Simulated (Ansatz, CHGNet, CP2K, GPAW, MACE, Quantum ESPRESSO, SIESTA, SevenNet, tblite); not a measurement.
## Random packing of Ge88H12 (at. %) (106 atoms): runs against a plane-wave reference

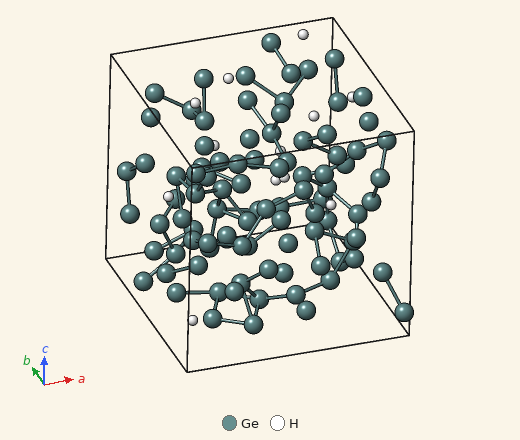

The cell (germanium teal, hydrogen white). Bonds to atoms that aren't drawn are left out. Some periodic images of atoms are drawn too.

Density of this cell: 5.37 g/cm³. The cell holds 106 atoms: 93 Ge and 13 H. Cell: a = 12.793 Å, b = 12.793 Å, c = 12.793 Å, α = 90.0°, β = 90.0°, γ = 90.0°. 106 atoms (93 Ge, 13 H) packed at random in a cube at 5.37 g/cm³ and pushed apart as soft spheres; a start for melting by ab initio MD, not an equilibrated structure. Then every atom was moved at random, 0.02 Å r.m.s. a Cartesian component (hydrogen 0.6 of that).

Geometry: as built.

The reference, a calculation:

| Quantity | Value |
| --- | --- |
| method | Kohn-Sham DFT, PBE, SSSP efficiency 1.3.0 pseudopotentials, plane waves (Quantum ESPRESSO 7.5); sssp-pbe-1.3.0-efficiency, cutoffs 45/360 Ry, Γ point |
| r.m.s. force component | 1.277 eV/Å |
| longest force | 5.403 eV/Å |
| pressure | 8.12 GPa |
| time | 8.5 min on 4 MPI ranks of Arm Neoverse V2, shared host |
| CPU time | 34 min |

Runs, in no order:
A. GPAW PBE, LCAO dzp, h 0.15 Å: Kohn-Sham DFT, PBE, PAW, atomic orbitals (dzp)
B. CP2K PBE, TZV2P-MOLOPT (SR for Ge), 450/50 Ry, diagonalisation: Kohn-Sham DFT, PBE, GTH-PBE pseudopotentials, Gaussian and plane waves, TZV2P-MOLOPT-GTH, diagonalisation
C. CHGNet r2SCAN potential: machine-learned interatomic potential CHGNet r2SCAN, trained on r2SCAN plane-wave data
D. SIESTA PBE, TZP, shift 0.01 Ry, mesh 300 Ry: Kohn-Sham DFT, PBE, PseudoDojo 0.4.1 norm-conserving pseudopotentials (converted to PSML), numerical atomic orbitals (TZP), diagonalisation
E. CP2K PBE, DZVP-MOLOPT-SR, 450/50 Ry, diagonalisation: Kohn-Sham DFT, PBE, GTH-PBE pseudopotentials, Gaussian and plane waves, DZVP-MOLOPT-SR-GTH, diagonalisation

Q: Order them from the smallest to the largest r.m.s. force difference.

B, E, A, D, C.

```tsv
run	Δ force, r.m.s. (meV/Å)	share of r.m.s. force (%)	CPU time
B. CP2K PBE, TZV2P-MOLOPT (SR for Ge), 450/50 Ry, diagonalisation	40.6	3.18	9.7 min
E. CP2K PBE, DZVP-MOLOPT-SR, 450/50 Ry, diagonalisation	101	7.93	4.3 min
A. GPAW PBE, LCAO dzp, h 0.15 Å	183	14.3	12 min
D. SIESTA PBE, TZP, shift 0.01 Ry, mesh 300 Ry	325	25.4	16 min
C. CHGNet r2SCAN potential	682	53.4	3.1 s
```

The electron count is odd in these runs, and they have no spin polarisation, so the unpaired electron is spread evenly over both spins. Machine-learned potentials mimic data converged in k, so the reference's own k-point error enters their differences. The electronic-structure runs sample only Γ, in a cell whose shortest periodic width is 13 Å, which is coarse for a cell with partly filled levels.

[Logs are printed without paths, hosts, clocks, repeated set-up lines and the standing remarks that a program may print on its own settings, such as how far it seeks lower states.]

[Hosts, paths, dates, database ids (printed as entryN), source tags and the programs' standing remarks are cut or masked in the printed files.]
